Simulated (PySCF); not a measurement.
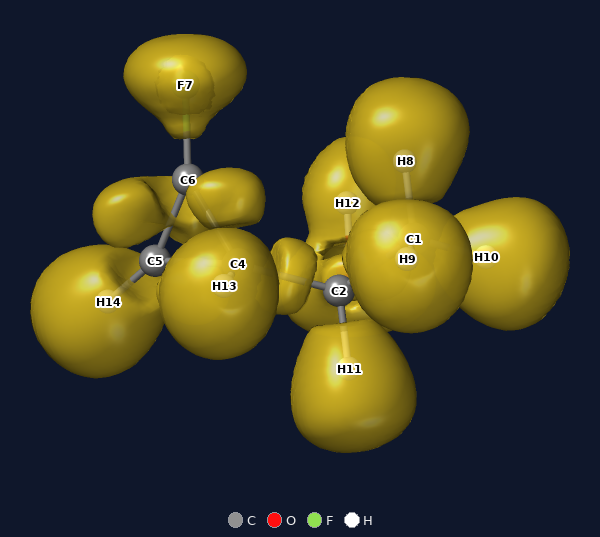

Figure 1: C5H7FO. Isosurface of the ELF at 0.75 (yellow), seen at a tilt. Only the valence region is drawn (cores and ρ < 0.01 e/Å³ removed).

Geometry: GFN2-xTB.

These are results of PySCF, B3LYP/pcSseg-1, SCF density, in a tetrahydrofuran solvent model, non-relativistic, not measurements.

```tsv
atom	x (Å)	y (Å)	z (Å)
C	-1.7297	-0.3362	-0.1781
C	-0.3610	-0.1114	-0.8252
O	0.3181	-1.3256	-1.0409
C	0.4706	0.8517	0.0248
C	1.9905	0.7155	0.0715
C	1.3293	0.3358	1.1185
F	1.3229	-0.1785	2.3355
H	-1.6078	-0.7590	0.8184
H	-2.2664	0.6044	-0.0944
H	-2.3167	-1.0252	-0.7800
H	-0.4899	0.3170	-1.8258
H	0.4188	-1.7753	-0.1928
H	0.0221	1.8388	0.1120
H	2.8986	0.8476	-0.4601
```

> What do the ELF domains correspond to?

The surface consists of five regions between bonded C–C atoms (shared pairs), six regions around hydrogen nuclei, one region on F in which the atom's valence shell and bonds are merged and one joined region spread over several atoms (H, O), in which their bonds and any lone pairs are merged. Profiles from the grid: C–C (1.30 Å): the ELF peaks at about 0.80 between the atoms; a short, multiple covalent bond. C–F (1.32 Å): the ELF peaks at about 0.85 between the atoms; a polar covalent bond.
